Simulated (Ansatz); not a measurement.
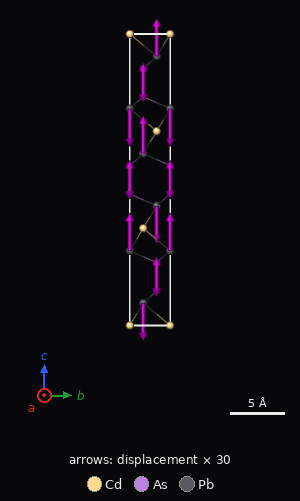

A relaxation of solid CdAs2Pb2 (built on the CaGa2As2-166 type type). The starting structure is drawn; purple arrows show the displacements (the part carried along by the change of the cell is left out), magnified 30 times.

A ball-and-stick model of the conventional cell (3 times the calculation's cell), seen along the a axis. Lengths and directions refer to the drawn axes.

Computed with DFT, PBEsol, plane waves, PAW (Ansatz 0.2.0).

The input:
```yaml
crystal:
  lattice:
    - [2.16036245, 1.24728584, 9.02331801]
    - [-2.16036245, 1.24728584, 9.02331801]
    - [0.0, -2.49457169, 9.02331801]
  atoms:
    - { symbol: Cd, position: [0.0, 0.0, 0.0] }
    - { symbol: As, position: [0.45131017, 0.45131017, 0.45131017] }
    - { symbol: As, position: [0.54868983, 0.54868983, 0.54868983] }
    - { symbol: Pb, position: [0.25628032, 0.25628032, 0.25628032] }
    - { symbol: Pb, position: [0.74371968, 0.74371968, 0.74371968] }
kpoints:
  mp_grid: { grid: [6, 6, 6] }
hamiltonian:
  xc: pbesol
scf:
  occupations: { method: fermi_dirac, width: 0.03 }
relax:
  f_tol: 0.01
  cell: {}
  max_steps: 120
output:
  write_density: true
  write_potential: true
  elf: true
  volumetric_format: npy
```

Launched with:
```bash
ansatz run input.yaml --threads 2 --pin off --max-ram 2211MiB --backend cpu --events-out ev --progress --plain --runs-dir out
```

> What happened in the run?

The largest moves relative to the cell, 0.12 Å, are those of Pb4 and Pb5. Pb5 goes along −c. By element the largest moves are Pb 0.12 Å, As 0.11 Å. Cd stays in place. Cell: a = b 4.321 → 4.341 Å (+0.5 %), c 27.070 → 26.872 Å (−0.7 %). Volume +0.2 %. Near-neighbour distances that change, for instance: As2–As3 2.636 → 2.404 Å, As2–Pb5 2.729 → 2.835 Å, Cd1–Pb4 3.252 → 3.176 Å. Among the angles between lasting bonds that change: Cd1–Pb4–As3 164.0° → 170.0°, As3–Pb4–As3 104.6° → 99.9°, Pb5–As2–Pb5 104.6° → 99.9°. The space group stays R-3m (No. 166). After 4 accepted moves (5 points after the start) the energy has fallen by 63.2 meV per atom. Largest force component: 1.6 eV/Å at the start, 0.0063 eV/Å at the end. The pressure goes from 1.80 to 0.00 GPa. The SCF was repeated once at an unchanged geometry on a basis and grid sized afresh for the cell, which shifted the energy by less than 0.05 meV per atom at most. The run took 43 s on 2 threads of Arm Neoverse V1, with other jobs on the host, peak memory 0.55 GiB.
